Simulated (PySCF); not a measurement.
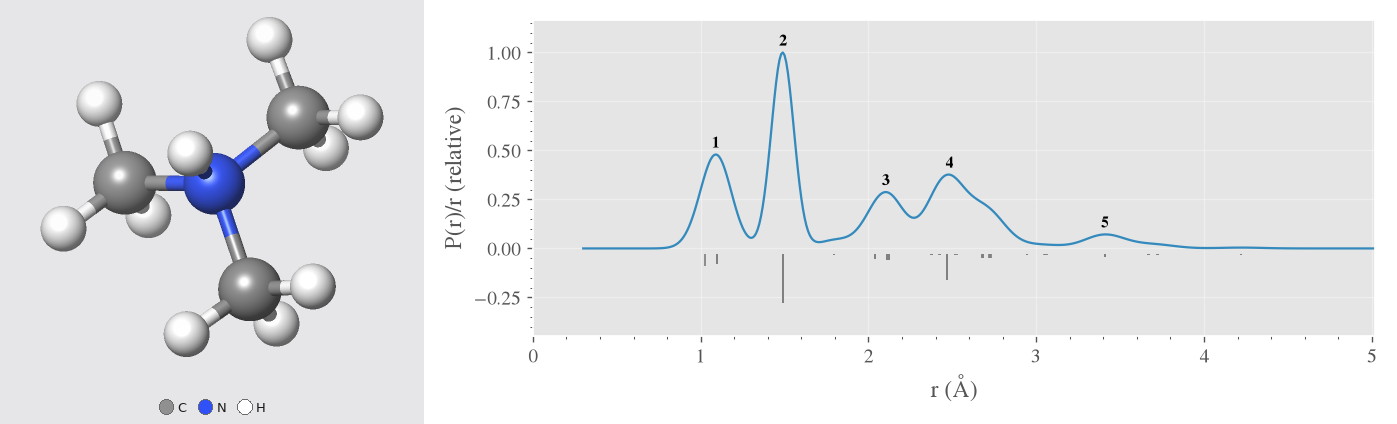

Simulated gas electron diffraction: radial distribution curve of C₃H₁₀N (charge +1, ignored in the scattering factors). Each pair of atoms contributes with weight ZᵢZⱼ/r (bars below the curve); damping constant 0.001 Å²; vibrational amplitudes assumed, not computed: 0.05 Å for bonds, 0.078 Å for bonds to H, 0.06 + 0.015 r up to 0.15 Å for other pairs. The geometry is the end point of an optimisation (PBE0-D3(BJ)/def2-SVP geometry optimisation, gas phase in PySCF); it may be a saddle point or a higher isomer. SMILES: C[NH+](C)C.

Read the positions of the numbered peaks and name the main pairs (– for bonds).

Peak 1, 1.09 Å: N–H 1.03 Å, C–H 1.10 Å (×9), not resolved
Peak 2, 1.49 Å: N–C 1.49 Å (×3)
Peak 3, 2.10 Å: C···H 2.04 Å (×3), N···H 2.11–2.12 Å (×9), not resolved; in its flanks H···H 1.80 Å
Peak 4, 2.48 Å: C···C 2.47 Å (×3), C···H 2.68–2.73 Å (×12), not resolved
Peak 5, 3.41 Å: C···H 3.41 Å (×6), H···H 3.67 Å (×6), not resolved; in its flanks H···H 3.72–3.73 Å
